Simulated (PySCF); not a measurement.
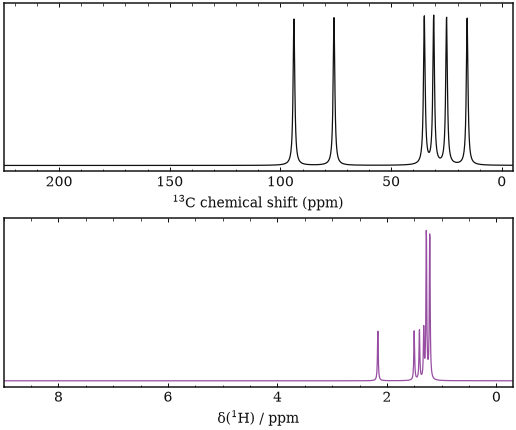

GIAO shifts, PBE0/pcSseg-1 with PySCF, at a GFN2-xTB geometry (no frequency check), against TMS for ¹³C and TMS for ¹H computed at the same level. Gas phase, fully decoupled, line heights follow the number of nuclei, widths are arbitrary (no quadrupolar broadening); values of one conformer, averaged over methyl-type rotors and exact or near symmetry; other conformers aren't averaged in.

> Which molecule was computed?
A. C₄H₄F₃O⁺, SMILES CC(F)(F)[C@@H](F)C#[O+]
B. C₆H₅PS, SMILES C#CPc1cccs1
C. C₆H₁₀, SMILES C=C(C)C(=C)C
D. C₆H₁₀, SMILES C#C[C@@H](C)CC

D. Its ¹³C signals: 93.9 (1 C), 75.8 (1 C), 35.0 (1 C), 30.8 (1 C), 25.0 (1 C), 15.7 (1 C) ppm. Its ¹H signals: 2.17 (1 H), 1.50 (1 H), 1.41 (1 H), 1.33 (1 H), 1.28 (3 H), 1.22 (3 H) ppm.

Note: the tight-binding geometry is rougher than a DFT one and adds to the error.
